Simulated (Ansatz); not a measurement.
# A failed many-body run on LaVO4 (P2_1/c)

What is wrong with this input for LaVO4 (P2_1/c)?

Main program and level: Ansatz 0.2.0; G0W0 on r2SCAN, plane waves, PAW.

**1. Set-up**

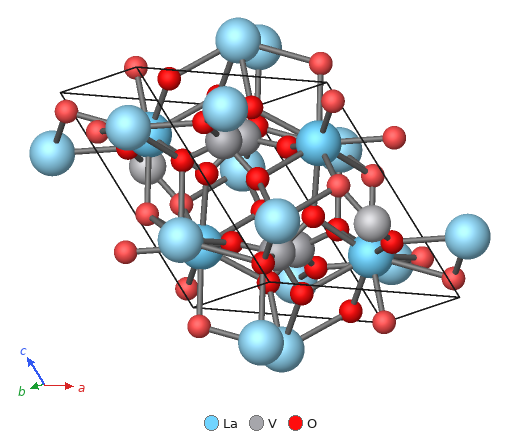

The cell as given, from a free direction (lanthanum blue, vanadium grey, oxygen red). Some periodic images of atoms are drawn too.

The cell and positions come from the Crystallography Open Database and are kept as given unless a step says otherwise. Spin-orbit coupling is left out unless a step names it. The default PAW set here is soft_2. Its files were made with PBE.

**2. First try**

File input.yaml:

```yaml
crystal:
  lattice:
    - [6.725, 0.0, 0.0]
    - [0.0, 7.2827, 0.0]
    - [-4.9123006198, 0.0, 6.8121466218]
  atoms:
    - { symbol: La, position: [0.827399, 0.157198, 0.723776] }
    - { symbol: La, position: [0.172601, 0.657198, 0.776224] }
    - { symbol: La, position: [0.172601, 0.842802, 0.276224] }
    - { symbol: La, position: [0.827399, 0.342802, 0.223776] }
    - { symbol: V, position: [0.31429, 0.16481, 0.69917] }
    - { symbol: V, position: [0.68571, 0.66481, 0.80083] }
    - { symbol: V, position: [0.68571, 0.83519, 0.30083] }
    - { symbol: V, position: [0.31429, 0.33519, 0.19917] }
    - { symbol: O, position: [0.8171, 0.4979, 0.7446] }
    - { symbol: O, position: [0.1829, 0.9979, 0.7554] }
    - { symbol: O, position: [0.1829, 0.5021, 0.2554] }
    - { symbol: O, position: [0.8171, 0.0021, 0.2446] }
    - { symbol: O, position: [0.6098, 0.2795, 0.3821] }
    - { symbol: O, position: [0.3902, 0.7795, 0.1179] }
    - { symbol: O, position: [0.3902, 0.7205, 0.6179] }
    - { symbol: O, position: [0.6098, 0.2205, 0.8821] }
    - { symbol: O, position: [0.6587, 0.895, 0.4829] }
    - { symbol: O, position: [0.3413, 0.395, 0.0171] }
    - { symbol: O, position: [0.3413, 0.105, 0.5171] }
    - { symbol: O, position: [0.6587, 0.605, 0.9829] }
    - { symbol: O, position: [0.8898, 0.8436, 0.8857] }
    - { symbol: O, position: [0.1102, 0.3436, 0.6143] }
    - { symbol: O, position: [0.1102, 0.1564, 0.1143] }
    - { symbol: O, position: [0.8898, 0.6564, 0.3857] }
kpoints:
  mp_grid: { grid: [1, 1, 1] }
hamiltonian:
  xc: r2scan
scf:
  occupations: { method: fixed }
gw:
  n_empty_bands: 542
  ecut_chi: 80
  qp_bands: [v4, c4]
  qp_kpoints: band_edges
  screening: { model: contour_deformation }
```

Launch:

```console
$ ansatz run input.yaml --threads 24 --pin off --max-ram 82944MiB --backend cuda --events-out ev --progress --plain --runs-dir out --devices 1 --max-vram 78GiB
```

Numbers of over 12 decimals in the logs are rounded to 6 here.

The log of the run:

```text
GPUs: using 1 of 1 available (devices: 1).
Engine: ansatz 0.2.0, aarch64-unknown-linux-gnu
Pseudopotentials: kind: paw
Pseudopotential: La, paw, valence charge 11, recommended cutoff 500 eV (meta_gga), La.paw.azcp
Pseudopotential: V, paw, valence charge 13, recommended cutoff 500 eV (meta_gga), V.paw.azcp
Pseudopotential: O, paw, valence charge 6, recommended cutoff 500 eV (meta_gga), O.paw.azcp
Functional definition: r2SCAN
  parameter k0 = 0.174
  parameter k1 = 0.065
  parameter a1 = 4.9479
  exchange = r2scan_x(k0 = k0, k1 = k1, a1 = a1)
  correlation = r2scan_c
device memory: the entry about to start is reckoned to put 2.7 GiB on a device that reports 171.7 GiB free (of which the cap on the GPU budget leaves the run 78.0 GiB)
GPU FFT provider: cuFFT
GPU libraries: cuBLAS 13.8.1, cuFFT 12.4.0, cuSOLVER 12.3.2
GPU matrix products: emulated (plane waves: as basis.precision tells), large ones in fixed point in workspaces of 1.00 GiB
Crystal: 24 atoms, lattice volume = 333.633 Å³
Basis set: ecut = 500 eV, 8465 PW (Γ), exchange–correlation on 200×216×256 points (64 copies of the dense FFT grid, shifted against one another)
Bands: 120, of which v1, the nominal top of the filled ones, is band 96 counted from 1 (95 counted from 0)
Symmetry: 4 space group operations
Space group: P21/c (ITA 14), of the structure as read, at distance tolerance 6.9e-5 Å
k-points: 1
Non-local potential: La, projectors of the file, l = 0: 3, l = 1: 2, l = 2: 2, l = 3: 3
Non-local potential: V, projectors of the file, l = 0: 3, l = 1: 2, l = 2: 3, l = 3: 1
Non-local potential: O, projectors of the file, l = 0: 2, l = 1: 2, l = 2: 1
PAW form: soft (Blöchl's): semilocal exchange-correlation on the pseudo side does not see the compensation charge
PAW frozen core: La, regenerated for the run's functional (the file was generated under x = pbe(κ = 0.804, μ = 0.219515), c = pbe(β = 0.066725))
PAW frozen core: V, regenerated for the run's functional (the file was generated under x = pbe(κ = 0.804, μ = 0.219515), c = pbe(β = 0.066725))
PAW frozen core: O, regenerated for the run's functional (the file was generated under x = pbe(κ = 0.804, μ = 0.219515), c = pbe(β = 0.066725))
PAW one-centre angular grid: La, 974 points (default); XC on 160 Gauss nodes
PAW one-centre angular grid: V, 590 points (default); XC on 160 Gauss nodes
PAW one-centre angular grid: O, 302 points (default); XC on 160 Gauss nodes
Initial density: superposition of atomic densities (neutral atoms: chi_scale 0, normalization atom), corrected by the library's trained network
Initial wavefunctions: pseudopotential atomic-orbital guess
GPU buffer pool allocated for 172800 grid points (all kernels)
GPU transforms: local potential and band sums: pruned to the plane-wave sphere, on 50×54×64
Functional: x = r2scan, c = r2scan; τ floored in thin density (d = 2e-4 eV/Å³)
SCF iter   1: F=—  HF=-45860.752830 eV  |F-HF|=—  |Δ(HF+E_count)|=         —  Δρ=2.41e-2  dr2=2.29e0  dr2_τ=1.47e0  ethr=1.77e-3  ⟨swp⟩=4.0  Hψ=367  notcnv=0  defer=17
preconditioner: auto → Resta (q_TF=auto, 2.488 Å⁻¹)  ε∞=5.1  [insulator: Δε(μ)=4.531 eV  Ē_g=12.446 eV  n_scr=82 (ndim 8)  ℏωp=25.1 eV  f_vac=0.045  ε∞_Penn≈5.1]
SCF iter   2: F=—  HF=-45861.180118 eV  |F-HF|=—  |Δ(HF+E_count)|=   4.27e-1  Δρ=2.31e-2  dr2=1.86e0  dr2_τ=1.95e-1  ethr=1.19e-3  ⟨swp⟩=3.0  Hψ=244  notcnv=0  defer=19
SCF iter   3: F=—  HF=-45860.954964 eV  |F-HF|=—  |Δ(HF+E_count)|=   2.25e-1  Δρ=4.90e-3  dr2=6.69e-2  dr2_τ=3.35e-3  ethr=9.70e-4  ⟨swp⟩=3.0  Hψ=161  notcnv=0  defer=17
SCF iter   4: F=—  HF=-45860.945593 eV  |F-HF|=—  |Δ(HF+E_count)|=   9.37e-3  Δρ=2.12e-3  dr2=1.58e-2  dr2_τ=1.03e-3  ethr=3.48e-5  ⟨swp⟩=3.0  Hψ=193  notcnv=0  defer=22
SCF iter   5: F=—  HF=-45860.944062 eV  |F-HF|=—  |Δ(HF+E_count)|=   1.53e-3  Δρ=6.29e-4  dr2=1.22e-3  dr2_τ=1.46e-4  ethr=8.21e-6  ⟨swp⟩=2.0  Hψ=154  notcnv=0  defer=22
[...]
SCF 1 converged in 10 iterations: F = -45860.944012 eV  dr2 = 4.10e-8
[...]
device memory: the entry about to start is reckoned to put 2.7 GiB on a device that reports 171.7 GiB free (of which the cap on the GPU budget leaves the run 78.0 GiB)
NSCF: frozen V_eff on 1 k-points
[...]
device memory: the entry about to start is reckoned to put 1.9 GiB on a device that reports 171.8 GiB free (of which the cap on the GPU budget leaves the run 78.0 GiB)
NSCF: frozen V_eff on 1 k-points
G₀W₀ screening: q 1/1
G₀W₀ self-energy: k 1/1
device memory: the entry about to start is reckoned to put 1.0 GiB on a device that reports 171.6 GiB free (of which the cap on the GPU budget leaves the run 78.0 GiB)
NSCF: frozen V_eff on 1 k-points
device memory: the entry about to start is reckoned to put 1.0 GiB on a device that reports 171.6 GiB free (of which the cap on the GPU budget leaves the run 78.0 GiB)
NSCF: frozen V_eff on 1 k-points
device memory: the entry about to start is reckoned to put 1.0 GiB on a device that reports 171.6 GiB free (of which the cap on the GPU budget leaves the run 78.0 GiB)
NSCF: frozen V_eff on 1 k-points
device memory: the entry about to start is reckoned to put 1.0 GiB on a device that reports 171.6 GiB free (of which the cap on the GPU budget leaves the run 78.0 GiB)
NSCF: frozen V_eff on 1 k-points
device memory: the entry about to start is reckoned to put 1.0 GiB on a device that reports 171.6 GiB free (of which the cap on the GPU budget leaves the run 78.0 GiB)
NSCF: frozen V_eff on 1 k-points
device memory: the entry about to start is reckoned to put 1.0 GiB on a device that reports 171.6 GiB free (of which the cap on the GPU budget leaves the run 78.0 GiB)
NSCF: frozen V_eff on 1 k-points
device memory: the entry about to start is reckoned to put 1.0 GiB on a device that reports 175.0 GiB free (of which the cap on the GPU budget leaves the run 78.0 GiB)
NSCF: frozen V_eff on 1 k-points
device memory: the entry about to start is reckoned to put 1.0 GiB on a device that reports 181.6 GiB free (of which the cap on the GPU budget leaves the run 78.0 GiB)
NSCF: frozen V_eff on 1 k-points
device memory: the entry about to start is reckoned to put 1.0 GiB on a device that reports 182.3 GiB free (of which the cap on the GPU budget leaves the run 78.0 GiB)
NSCF: frozen V_eff on 1 k-points
SCF converged after 10 iterations
Free energy (F): -45860.944012 eV
Harris-Foulkes:  -45860.944012 eV  (|F-HF|=9.23e-9)
Internal energy: -45860.944012 eV  (E = F + TS)
E sigma→0 (E₀):  -45860.944012 eV
Fermi energy:    6.775736 eV
--- Per-component energies (eV) ---
  E_band       = -1439.842551
  E_kinetic    = 4929.221438
  E_local      = -13433.999553  (includes V_loc(G=0)·N_el)
  E_nonlocal   = 930.042078
  E_hartree    = 5330.423011
  E_xc         = -2213.530525
  E_vxc        = -3078.670373  (∫ρ·V_xc dr)
  E_paw        = -28782.727696  (= ΣΔE_a)
  E_vpaw       = -1641.094160  (= ΣTr[D̂ρ^β])
  E_aug_tail   = 0.017175  (compensation charges beyond the density's cutoff)
  E_vtau       = 193.795599  (kinetic-family band-sum trace: ∫τ·v_τ [+ j·A + Jᵃ·Aᵃ] dr)
  E_ewald      = -12619.089810
  E_core_change = -1.300129  (= ΣΔE_core)
  E_smearing   = -0.000000  (= −TS)
  E_closure    = -0.000000  (closes the sum)
  Σ components = -45860.944012   (vs F -45860.944012, Δ=0.00e0)
--- Band table (eV) ---
  k-point 0: bands = [... 92 lower, 6.6082, 6.6381, 6.6589, 6.7757, 10.8972, 11.0077, 11.0371, 11.0767, ... 20 higher]
--- G₀W₀: contour deformation, 6 samples at zero and on the imaginary axis and 0 off it, 1 q-point, 542 empty bands' worth ---
  eigenvalues of the whole cell's RPA ε∞ on this k-mesh (on a slab, of 1 + 4πα/V) = 3.7605, 3.7887, 4.6174; static W/v taken at q = 0 is 0.245834
  gw.qp_kpoints: band_edges: 1 of 1 stored k-point solved, in 1 pass; an edge of the gap read off the rows below is read off those points alone
    ik  band        ε_KS         Σx   Σc(E_QP)       V_xc       Z   E_QP_lin       E_QP  E_QP is
     0    93      6.6082   -25.7560     4.7076   -20.9466  0.7476     6.5063     6.5065  root
     0    94      6.6381   -25.6131     4.7303   -20.7875  0.7446     6.5427     6.5428  root
     0    95      6.6589   -25.5068     4.7140   -20.6829  0.7452     6.5489     6.5491  root
     0    96      6.7757   -25.8158     4.6533   -21.0988  0.7465     6.7120     6.7120  root
     0    97     10.8972   -15.9566    -6.0903   -23.9677  0.7443    12.8793    12.8180  root
     0    98     11.0077   -15.8858    -6.2001   -24.0055  0.7450    12.9882    12.9272  root
     0    99     11.0371   -15.9409    -6.2255   -24.0756  0.7430    13.0077    12.9463  root
     0   100     11.0767   -16.4571    -6.0476   -24.5014  0.7413    13.1418    13.0734  root
```

Wall time 4 s (1 × NVIDIA GB200 (shared by 2 runs) with 24 threads of Arm Neoverse V2, shared host); peak memory 2.3 GiB.

Q: What is the fault?

The run ended normally, though the input holds a fault or crude settings.

The fault: G0W0 on a mesh far too coarse. So few points can't sample the density or the screening, and the band edges may lie elsewhere in the zone.

It printed a gap of 6.11 eV, which is an artefact of the settings.

**3. A better input**

Now the one-shot GW correction: screening in the RPA, then the self-energy of the levels asked for.

input.yaml, as its differences from that of step 2:

```diff
@@ -31,3 +31,3 @@
 kpoints:
-  mp_grid: { grid: [1, 1, 1] }
+  mp_grid: { grid: [2, 2, 2] }
 hamiltonian:
@@ -37,4 +37,4 @@
 gw:
-  n_empty_bands: 542
-  ecut_chi: 80
+  n_empty_bands: 462
+  ecut_chi: 72
   qp_bands: [v4, c4]
```

The log of the run:

```text
GPUs: using 1 of 1 available (devices: 1).
[...]
Crystal: 24 atoms, lattice volume = 333.633 Å³
Basis set: ecut = 500 eV, 8465 PW (Γ), exchange–correlation on 200×216×256 points (64 copies of the dense FFT grid, shifted against one another)
Bands: 120, of which v1, the nominal top of the filled ones, is band 96 counted from 1 (95 counted from 0)
[... 1 set-up line as in the run before ...]
[...]
k-points: 8
[...]
SCF iter   1: F=—  HF=-45861.124810 eV  |F-HF|=—  |Δ(HF+E_count)|=         —  Δρ=2.32e-2  dr2=2.15e0  dr2_τ=1.44e0  ethr=1.77e-3  ⟨swp⟩=4.0  Hψ=2943  notcnv=0  defer=143
[...]
SCF iter   6: F=—  HF=-45861.328742 eV  |F-HF|=—  |Δ(HF+E_count)|=   3.95e-5  Δρ=3.01e-4  dr2=3.87e-4  dr2_τ=1.53e-5  ethr=6.58e-7  ⟨swp⟩=2.0  Hψ=1232  notcnv=0  defer=176
[...]
SCF 1 converged in 11 iterations: F = -45861.328708 eV  dr2 = 8.36e-9
[...]
SCF converged after 11 iterations
[...]
0   100     11.0579   -16.6198    -5.8265   -24.5159  0.7441    13.2006    13.1275  root
     1    93      6.5009   -25.4984     4.5216   -20.9561  0.7513     6.4802     6.4802  root
     1    94      6.5009   -25.4984     4.5216   -20.9561  0.7513     6.4802     6.4802  root
     1    95      6.7356   -25.4390     4.5218   -20.8789  0.7508     6.6973     6.6974  root
     1    96      6.7356   -25.4390     4.5218   -20.8789  0.7508     6.6973     6.6974  root
     1    97     10.8732   -16.0436    -5.8169   -23.8052  0.7483    12.8786    12.8179  root
     1    98     10.8732   -16.0436    -5.8169   -23.8052  0.7483    12.8786    12.8179  root
     1    99     11.0450   -16.4377    -5.8756   -24.3568  0.7467    13.1581    13.0885  root
[...]
7    97     10.9948   -16.3181    -5.7235   -24.0528  0.7475    13.0724    13.0059  root
     7    98     10.9948   -16.3181    -5.7235   -24.0528  0.7475    13.0724    13.0059  root
     7    99     11.0534   -16.3378    -5.6937   -24.0360  0.7486    13.1229    13.0579  root
     7   100     11.0534   -16.3378    -5.6937   -24.0360  0.7486    13.1229    13.0579  root
```

Wall time 8.7 s (1 × NVIDIA GB200 (shared by 2 runs) with 24 threads); peak memory 3.4 GiB; 31 s of CPU time.

Numbers from this step:

| Item | Value |
| --- | --- |
| bands summed | 558 |
| RPA ε∞ on this mesh (eigenvalues) | 3.811, 3.841, 4.330 |
| plane waves in the screening matrix | 453 |
| q-points in the mesh | 8 |
| G0W0 gap on the mesh | 5.882 eV |
| k of the valence top | -0.5, 0, 0 |
| k of the conduction bottom | -0.5, -0.5, 0 |
| starting gap on the mesh | 3.930 eV |
| Z at the valence top | 0.7524 |
| Z at the conduction bottom | 0.7509 |
| least direct G0W0 gap on the computed points | 5.987 eV |

The gap on the mesh goes from 3.93 eV to 5.88 eV, a correction of +1.95 eV. Between the two edge states, bare exchange in place of the xc potential would open the gap by 12.20 eV, and correlation takes back 10.25 eV.

**4. Outcome**

```
first try  : converged after 4 s
better run : G0W0 gap on the mesh 5.88 eV (2×2×2 mesh, 462 empty bands, screening to 72 eV)
```

**Reading.** The second run differs in: mesh, empty bands and screening cutoff (eV). Bands and cutoff are finite, so the gap is not at the basis limit. The miss can reach some tenths of an eV and take either sign; the mesh is an error of its own. The 2×2×2 mesh is coarse for this cell (its supercell is 13 Å along the shortest edge). The RPA ε∞ on it, from the r2SCAN start, is 3.81, 3.84 and 4.33; such meshes misread the long-range screening, most where the gap is narrow. Empty 4f levels lie among the conduction bands. Their place in the start is unsure; it enters the screening, and the edge itself where they lie low. The runs have no spin polarisation. For a closed low-spin shell that is the natural state; where a d or f shell is open it is a constraint, and the gap is then not the crystal's own. With d states at the gap, one-shot GW leans hard on its start. The many-body steps are scalar-relativistic: spin-orbit coupling is not in them.

[Paths, hosts, dates, memory and timing lines, banners, echoed tables and standing remarks are left out of the program output.]

[Logs are printed without paths, hosts, clocks, repeated set-up lines and the standing remarks that a program may print on its own settings, such as how far it seeks lower states.]

[Runs of the session that timed out or met a known fault of the program may be left out.]

[Cells called generated may have been cut or substituted from an entry of the Crystallography Open Database or the Materials Project.]

[Hosts, paths, dates, database ids (printed as entryN), source tags and the programs' standing remarks are cut or masked in the printed files.]
